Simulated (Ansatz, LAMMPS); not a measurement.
# Molecular dynamics of glassy 65SiO2-8Al2O3-28SrO (mol %) (115 atoms)

How do the atoms of glassy 65SiO2-8Al2O3-28SrO (mol %) (115 atoms) move, and what local order do they keep?

Calculated with Ansatz 0.2.0; Kohn-Sham DFT, PBE, PAW (set soft_2), plane waves.

### Step 1. The starting structure

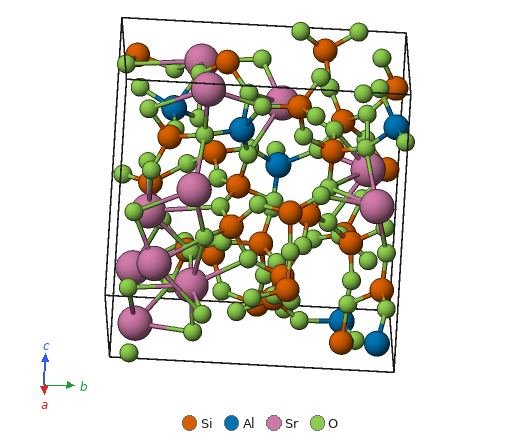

The cell as given, slightly off an axis (silicon orange, aluminium blue, strontium pink, oxygen green). Bonds to atoms that aren't drawn are left out. Some periodic images of atoms are drawn too.

The cell holds 115 atoms: 26 Si, 6 Al, 11 Sr and 72 O. Its edges and angles: a = 11.766 Å, b = 11.766 Å, c = 11.766 Å, α = 90.0°, β = 90.0°, γ = 90.0°. 115 atoms (26 Si, 6 Al, 11 Sr, 72 O) placed at random at 2.97 g/cm³, melted at 4000 K for 10 ps at fixed volume with the Morse and Coulomb pair potential with partial charges (Pedone, Malavasi, Menziani, Cormack and Segre, J. Phys. Chem. B 110, 11780 (2006)). Quenched from 4000 K to 300 K at 20 K/ps and fixed volume, held 10 ps at zero pressure.

Before any run, some limits are plain. The quench rate of 20 K/ps is orders of magnitude faster than experiment, which tends to freeze in extra defects. The network of bonds at the start is that of the classical potential that made the cell. The Brillouin zone is sampled at Γ only, in a cell whose shortest periodic width is 12 Å.

### Step 2. Dynamics started at 300 K

A Langevin thermostat couples each atom to a heat bath, at the price of damped dynamics. The time step is 1.0 fs.

File input.yaml:

```yaml
crystal:
  lattice:
    - [11.76629, 0.0, 0.0]
    - [0.0, 11.76629, 0.0]
    - [0.0, 0.0, 11.76629]
  atoms:
    - { symbol: Si, position: [0.37651, 0.83976, 0.31842] }
    - { symbol: Si, position: [0.01188, 0.71958, 0.92316] }
    - { symbol: Si, position: [0.36412, 0.26615, 0.25908] }
    - { symbol: Si, position: [0.52111, 0.42807, 0.53276] }
    [... 105 atom lines left out ...]
    - { symbol: O, position: [0.31338, 0.91096, 0.97432] }
    - { symbol: O, position: [0.23483, 0.49346, 0.93053] }
    - { symbol: O, position: [0.3739, 0.111, 0.57094] }
    - { symbol: O, position: [0.69031, 0.64224, 0.76196] }
    - { symbol: O, position: [0.71063, 0.95667, 0.36282] }
    - { symbol: O, position: [0.40431, 0.5837, 0.24051] }
kpoints:
  mp_grid: { grid: [1, 1, 1] }
hamiltonian:
  xc: pbe
scf:
  occupations: { method: gaussian, width: 0.025 }
output:
  forces: true
md:
  timestep: 1.0
  n_steps: 130
  ensemble: nvt_langevin
  temperature: 300
  initial_velocities: maxwell_boltzmann
  seed: 6128
```

The run is started by

```
ansatz run input.yaml --threads 4 --pin off --max-ram 8192MiB --backend cpu --events-out ev --progress --plain --runs-dir out
```

Wall time 43 min (4 threads of AMD EPYC 7R43, shared host); peak memory 2.4 GiB; 2.6 h of CPU time.

The program notes that it switched symmetry off.

Rows from the run:

```
time (fs)  T (K)  potential (meV/atom)
      0.0    297                   0.0
      9.0    492                 -29.1
     17.0    477                 -29.8
     26.0    439                 -27.5
     35.0    356                 -18.4
     43.0    411                 -29.5
     52.0    453                 -36.1
     61.0    411                 -30.8
     69.0    388                 -30.7
     78.0    423                 -36.3
     87.0    441                 -41.5
     95.0    412                 -41.2
    104.0    352                 -36.8
    113.0    417                 -46.0
    121.0    375                 -45.5
    130.0    383                 -46.2
```

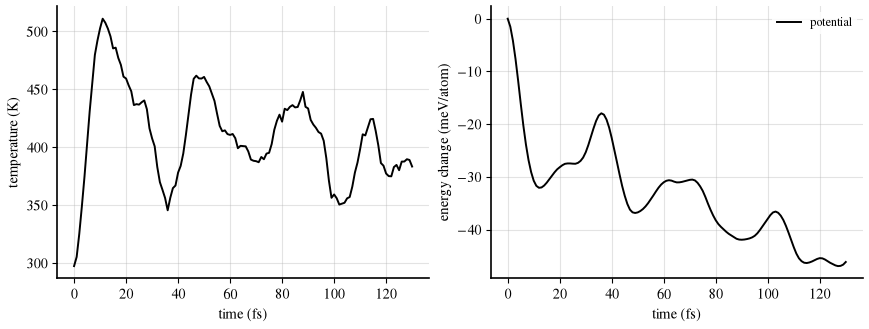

Temperature and energies against time.

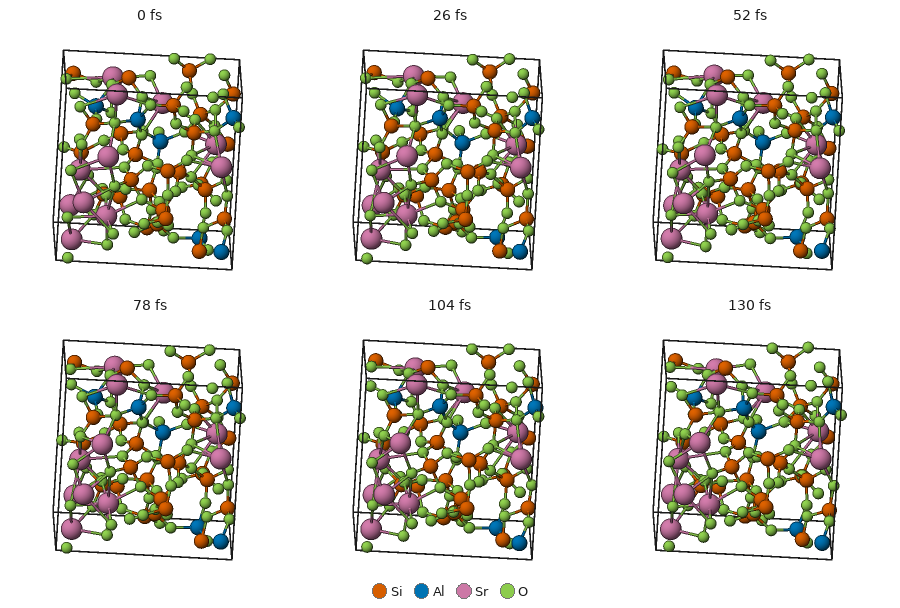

6 frames of the run. Bonds to atoms that aren't drawn are left out.

Mean square displacement from the first frame to the last: Si 0.053 Å², Al 0.071 Å², Sr 0.094 Å², O 0.086 Å².

Table of mean square displacement by time lag:

```
time lag (fs)  Al (Å²)   O (Å²)  Si (Å²)  Sr (Å²)
          1.0   4.4e-5   6.2e-5   3.7e-5   1.2e-5
          9.0  0.00336  0.00465  0.00266   9.9e-4
         17.0   0.0105   0.0138  0.00747  0.00351
         25.0   0.0184   0.0236   0.0117  0.00743
         33.0   0.0248   0.0328   0.0146   0.0125
         41.0   0.0292   0.0415   0.0172   0.0186
         49.0   0.0321   0.0488   0.0203   0.0253
         57.0   0.0342   0.0539   0.0235   0.0326
         65.0   0.0361   0.0577   0.0261   0.0403
```

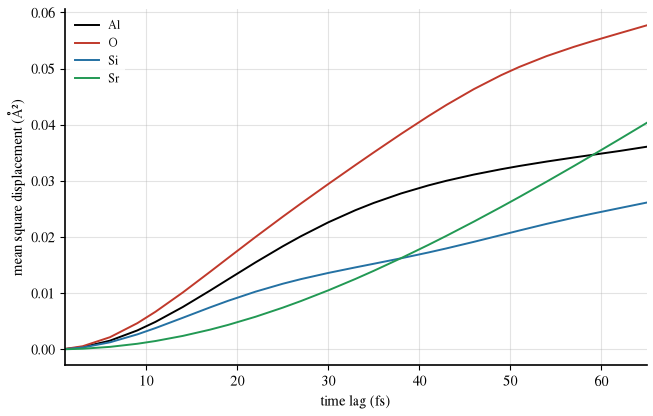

Mean square displacement against time lag.

Over the second half of 130 fs the temperature averages 398 K with swings of 25 K r.m.s. From first frame to last Sr has the largest mean square displacement, 0.094 Å² at the end; the farthest move is 0.65 Å. The mean temperature of 398 K lies well off the 300 K of the input, so the thermostat hasn't yet brought the run to equilibrium. The count of bonds goes from 184 in the first frame to 187 in the last, by one set of cutoffs: 5 pairs passed out of them and 8 came within. The run spans 0.13 ps, too short for its means to be equilibrium values.

### Step 3. Distances and neighbours late in the run

The g(r) is a mean over the second half; what follows it is taken at the last frame.

Density 3.07 g/cm³, 14.17 Å³ an atom.

Mean of 15 frames. g(r), total and by pair (bins of 0.2 Å):

```
r (Å)  total   O-O   O-Si  O-Sr  O-Al  Si-Si  Si-Sr
 1.50   0.52  0.00   1.84  0.00  0.00   0.00   0.00
 1.70   3.63  0.00  11.38  0.00  6.29   0.00   0.00
 1.90   0.33  0.00   0.06  0.00  4.88   0.00   0.00
 2.10   0.00  0.00   0.00  0.00  0.00   0.00   0.00
 2.30   0.16  0.00   0.00  1.28  0.05   0.00   0.00
 2.50   0.92  1.28   0.00  3.33  0.29   0.00   0.00
 2.70   1.83  4.08   0.02  1.62  0.33   0.05   0.00
 2.90   0.80  1.46   0.10  0.85  0.00   1.34   0.00
 3.10   0.88  0.90   0.27  0.86  0.24   3.27   1.01
 3.30   0.84  0.69   0.58  0.90  0.62   1.71   1.73
 3.50   0.91  0.75   1.03  0.68  0.96   0.00   2.92
 3.70   1.16  0.84   1.73  0.79  1.29   0.11   2.00
 3.90   1.05  0.65   1.58  0.76  1.29   0.78   2.19
 4.10   1.14  0.67   1.69  0.84  1.69   1.29   1.16
 4.30   1.06  0.66   1.61  0.91  1.54   1.42   0.59
 4.50   1.00  0.83   1.05  1.21  1.50   1.29   0.73
 4.70   1.00  1.06   0.81  1.25  1.01   1.02   0.42
 4.90   1.06  1.46   0.58  1.41  0.80   0.94   0.52
 5.10   1.10  1.56   0.65  1.16  0.56   1.15   0.89
 5.30   1.03  1.36   0.81  0.98  0.52   0.78   0.60
 5.50   0.93  1.02   0.80  0.82  1.01   0.96   1.02
 5.70   0.97  0.91   1.07  0.74  1.02   1.52   0.84
```

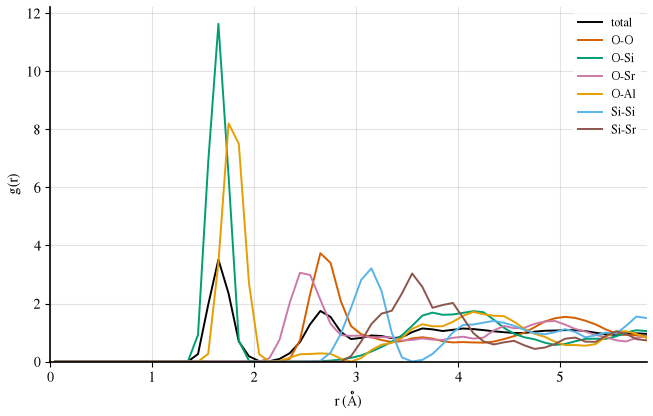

Pair distribution functions, lightly smoothed.

Bonds by pair of elements; cutoffs follow the first minimum of g(r), held within bounds set by covalent radii, and pairs that aren't listed don't count as bonded:

| pair A-B | cutoff (Å) | bonds | mean length (Å) | spread (Å) | shortest (Å) | B about A | A about B |
| --- | --- | --- | --- | --- | --- | --- | --- |
| O-Si | 2.12 | 104 | 1.65 | 0.038 | 1.58 | 1.44 | 4 |
| O-Sr | 3.05 | 59 | 2.59 | 0.202 | 2.25 | 0.819 | 5.36 |
| O-Al | 2.19 | 24 | 1.77 | 0.05 | 1.68 | 0.333 | 4 |

How many atoms have how many bonded neighbours:

```
element  mean   2   3   4  5  6
     Al     4   0   0   6  0  0
      O  2.60  37  27   8  0  0
     Si     4   0   0  26  0  0
     Sr  5.36   0   0   2  3  6
```

Bond angles (no mean is given where the spread exceeds 20°):

| angle | count | mean (°) | spread (°) |
| --- | --- | --- | --- |
| O-Si-O | 156 | 109 | 5.8 |
| O-Sr-O | 132 | - | - |
| Si-O-Sr | 65 | 114 | 18.4 |
| O-Al-O | 36 | 108 | 13.3 |
| Si-O-Si | 32 | 143 | 12.4 |

Oxygen atoms by the number of network formers (Si, P, Ge, B, Al, As, Ga) bound to them:

```csv
network formers bound to O,O atoms,per cent
0,0,0
1,16,22.2
2,56,77.8
```

Network units: each former by its oxygen neighbours and how many of them bridge to another former:

```
former  O neighbours  bridging O  atoms
    Si             4           2      3
    Si             4           3     10
    Si             4           4     13
    Al             4           4      6
```

Bond length by coordination (bonds to H left out):

| element | coordination | atoms | mean bond length (Å) |
| --- | --- | --- | --- |
| O | 2 | 37 | 1.67 |
| O | 3 | 27 | 2.08 |
| O | 4 | 8 | 2.32 |
| Sr | 4 | 2 | 2.50 |
| Sr | 5 | 3 | 2.52 |
| Sr | 6 | 6 | 2.64 |

Rings of the network by King's shortest-path rule, up to 12 atoms, one path for each pair of neighbours; H, halogens, alkali and alkaline-earth atoms are left out, and the last column divides by all other atoms, bonded or not:

| ring size (atoms) | rings | per network atom |
| --- | --- | --- |
| 8 | 4 | 0.038 |
| 10 | 8 | 0.077 |
| 12 | 9 | 0.087 |

For some of the pairs, g(r) has its first main peak near 2.7 Å (O-O), 1.6 Å (O-Si), 2.5 Å (O-Sr), 1.8 Å (O-Al), 3.1 Å (Si-Si) and 3.6 Å (Si-Sr). With the cutoffs above, all Al atoms have 4, 51 % of O atoms have 2, all Si atoms have 4 and 55 % of Sr atoms have 6 bonded neighbours. The O-Si-O angle averages 109° with a spread of 6°. 78 % of the oxygens bridge two formers (Si and Al) and 22 % are non-bridging. The commonest Si unit has 4 oxygens, 4 of them shared with other formers (13 of 26 atoms). Rings of 12 atoms are the most common (43 % of those counted); sizes run from 8 to 12, where the search stops.

### Step 4. Single point at the last frame

The last frame is solved again with fuller output, to read the electronic structure of a thermally displaced geometry.

File input.yaml:

```yaml
crystal:
  lattice:
    - [11.76629, 0.0, 0.0]
    - [0.0, 11.76629, 0.0]
    - [0.0, 0.0, 11.76629]
  atoms:
    - { symbol: Si, position: [0.38317, 0.84745, 0.31777] }
    - { symbol: Si, position: [0.01652, 0.71361, 0.91653] }
    - { symbol: Si, position: [0.3737, 0.25184, 0.25096] }
    - { symbol: Si, position: [0.54259, 0.44417, 0.54969] }
    [... 105 atom lines left out ...]
    - { symbol: O, position: [0.32332, 0.88463, 0.9634] }
    - { symbol: O, position: [0.24645, 0.49309, 0.94259] }
    - { symbol: O, position: [0.38883, 0.10662, 0.55254] }
    - { symbol: O, position: [0.67768, 0.65783, 0.77759] }
    - { symbol: O, position: [0.72644, 0.99235, 0.37029] }
    - { symbol: O, position: [0.4028, 0.56462, 0.24299] }
kpoints:
  mp_grid: { grid: [1, 1, 1] }
hamiltonian:
  xc: pbe
scf:
  occupations: { method: gaussian, width: 0.025 }
output:
  forces: true
  stress: true
  populations: true
  dos:
    method: { smearing: { sigma: 0.15 } }
    de: 0.1
    projected: { site_lists: { Al: [Al], O: [O], Si: [Si], Sr: [Sr] } }
  eigenvalues: true
  write_density: true
  write_potential: true
  volumetric_format: npy
```

Wall time 52 s (4 threads); peak memory 2.3 GiB; 3.2 min of CPU time.

Read from the output:

| Quantity | Value |
| --- | --- |
| free energy | -99739.9507 eV |
| free energy per atom | -867.3039 eV/atom |
| SCF cycles | 9 |
| pressure | -0.2758 GPa |
| r.m.s. force component | 0.7728 eV/Å |
| longest force | 3.362 eV/Å |
| Fermi energy | 6.318 eV |
| gap (highest filled to lowest empty level) | 3.322 eV |
| spilling of the projection | 0.01302 |

Neighbours are counted within 2.12 Å (O-Si), 3.05 Å (O-Sr), 2.19 Å (O-Al), the cutoffs taken from the dynamics.

Length of the force by element and coordination:

| element | coordination | atoms | mean length of the force (eV/Å) | spread | least | most |
| --- | --- | --- | --- | --- | --- | --- |
| Al | all | 6 | 1.49 | 0.391 | 0.782 | 2.12 |
| O | all | 72 | 0.975 | 0.489 | 0.203 | 2.49 |
| O | 2 | 37 | 0.995 | 0.472 | 0.244 | 2.03 |
| O | 3 | 27 | 0.907 | 0.546 | 0.203 | 2.49 |
| O | 4 | 8 | 1.11 | 0.288 | 0.617 | 1.52 |
| Si | all | 26 | 1.85 | 0.606 | 0.917 | 3.36 |
| Sr | all | 11 | 0.761 | 0.299 | 0.215 | 1.19 |
| Sr | 4 | 2 | 0.575 | 0.0425 | 0.532 | 0.617 |
| Sr | 5 | 3 | 0.877 | 0.129 | 0.705 | 1.01 |
| Sr | 6 | 6 | 0.765 | 0.369 | 0.215 | 1.19 |

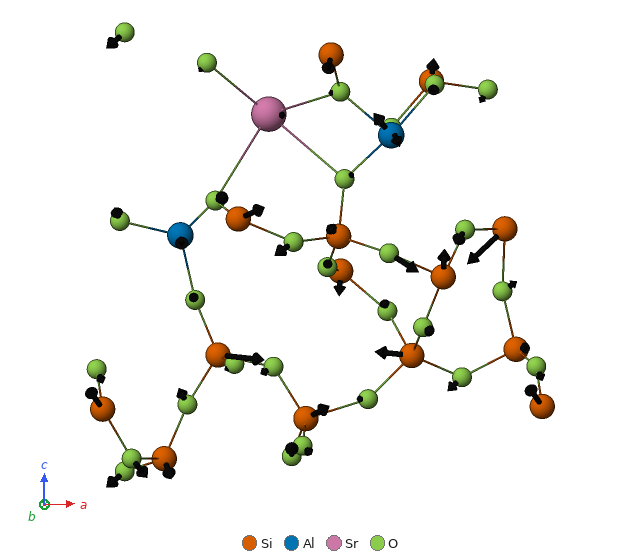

Forces as arrows; the longest in the cell is 3.36 eV/Å. Drawn is a slice 4 Å thick, seen along the normal of the ac plane. Bonds to atoms that aren't drawn are left out.

Löwdin charges by element and coordination (they lack the spilled electrons, 0.075 e an atom on average):

```
element  coordination  atoms  mean charge (e)  spread   least    most
     Al           all      6             1.31  0.0357    1.26    1.38
      O           all     72           -0.873  0.0915   -1.06  -0.758
      O             2     37           -0.806  0.0389  -0.966  -0.758
      O             3     27           -0.930  0.0711   -1.04  -0.828
      O             4      8           -0.984  0.0849   -1.06  -0.817
     Si           all     26             1.68  0.0569    1.59    1.77
     Sr           all     11             1.81  0.0148    1.78    1.83
     Sr             4      2             1.79  0.0106    1.78    1.80
     Sr             5      3             1.81  0.0186    1.78    1.82
     Sr             6      6             1.81  0.0099    1.80    1.83
```

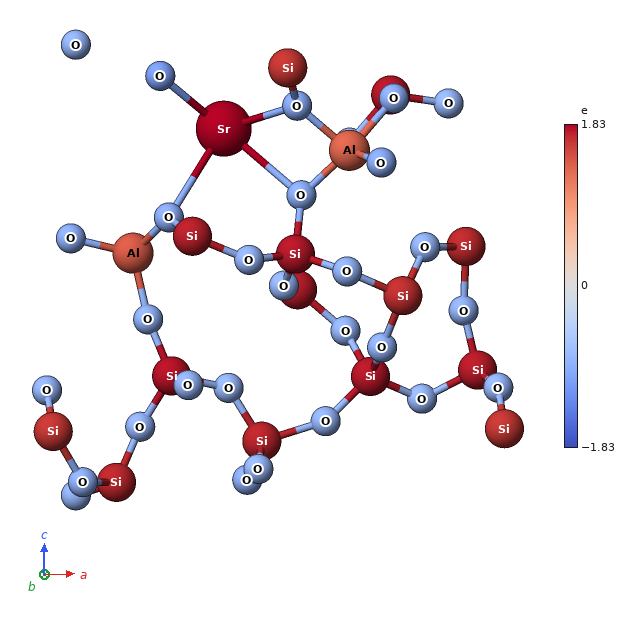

Atoms coloured by Löwdin charge. Drawn is a slice 4 Å thick, seen along the normal of the ac plane. Bonds to atoms that aren't drawn are left out.

Density of states as counts of states in windows of 1 eV (from the Fermi level), total and the larger projections:

```
from (eV)  to (eV)  total   O p  Si p  Sr p
      -18      -17   21.9   0.3   0.3  18.8
      -17      -16   44.7   1.0   0.4  39.7
      -16      -15    1.4   0.0   0.0   1.1
      -15      -12    0.0   0.0   0.0   0.0
      -12      -11    6.5   4.3   0.3   0.0
      -11      -10   15.1  10.1   1.0   0.0
      -10       -9   15.2  10.6   1.4   0.0
       -9       -8   28.3  21.0   3.9   0.0
       -8       -7   32.4  24.8   4.7   0.1
       -7       -6   42.3  33.6   4.5   0.1
       -6       -5   71.4  61.3   4.1   0.3
       -5       -4   82.7  75.8   2.3   0.3
       -4       -3   90.1  84.9   1.5   0.3
       -3       -2   40.7  39.0   0.5   0.1
       -2       -1    7.2   6.8   0.2   0.0
       -1        1    0.0   0.0   0.0   0.0
        1        2    2.0   0.0   0.0   0.0
        2        3    5.3   0.4   0.3   0.0
        3        4   23.1   1.8   2.6   0.0
        4        5   45.1   3.0   6.5   0.0
```

Between -26 and -18 eV lie 142 more states.

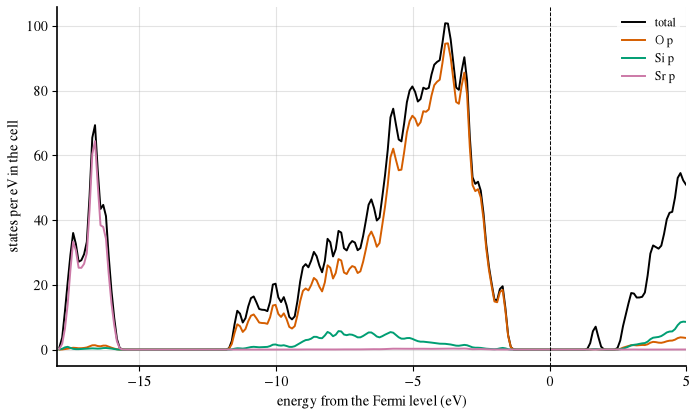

Total and projected density of states, with the broadening of the input.

The levels nearest the highest filled one (over half full), pooled over k-points and spins:

| level less the highest filled one (eV) | occupation |
| --- | --- |
| -0.491 | 2 |
| -0.472 | 2 |
| -0.285 | 2 |
| -0.147 | 2 |
| -0.0601 | 2 |
| 0 | 2 |
| 3.32 | 0 |
| 4.40 | 0 |
| 4.58 | 0 |
| 4.67 | 0 |
| 4.78 | 0 |
| 4.92 | 0 |

Mean Löwdin charges: Al +1.31, O -0.87, Si +1.68, Sr +1.81 e (they miss 1.3 % of the electrons, so they add up to more than the cell's charge).

### Step 5. Outcome

```yaml
mean_temperature_second_half: 398.2 K
temperature_swing_second_half: 25.39 K
free_energy_per_atom: -867.3039 eV/atom
pressure: -0.2758 GPa
r_m_s_force_component: 0.7728 eV/Å
spacing_of_highest_filled_and_lowest_empty_level: 3.322 eV
wall_time_of_the_2_dft_runs: 44 min
```

In words: Over the second half of 130 fs the temperature averages 398 K with swings of 25 K r.m.s. The mean temperature of 398 K lies well off the 300 K of the input, so the thermostat hasn't yet brought the run to equilibrium. The count of bonds goes from 184 in the first frame to 187 in the last, by one set of cutoffs: 5 pairs passed out of them and 8 came within. The run spans 0.13 ps, too short for its means to be equilibrium values. With the cutoffs above, all Al atoms have 4, 51 % of O atoms have 2, all Si atoms have 4 and 55 % of Sr atoms have 6 bonded neighbours. 78 % of the oxygens bridge two formers (Si and Al) and 22 % are non-bridging.

Between filled and empty levels lie 3.32 eV (at Γ alone); a semilocal functional tends to put such gaps too low. In a disordered cell it changes from sample to sample, and tail or defect levels can set it.

Caveats: The starting topology of bonds comes from the classical model; in DFT 5 of its 184 bonded pairs passed out of the cutoffs and 8 came within them. The stress is far from hydrostatic: its diagonal is 1.2, -1.9, -0.1 GPa, compression counted positive. The pressure of a single frame lacks the kinetic term, about 0.39 GPa here.

[Logs are printed without paths, hosts, clocks, repeated set-up lines and the standing remarks that a program may print on its own settings, such as how far it seeks lower states.]

[Hosts, paths, dates, database ids (printed as entryN), source tags and the programs' standing remarks are cut or masked in the printed files.]
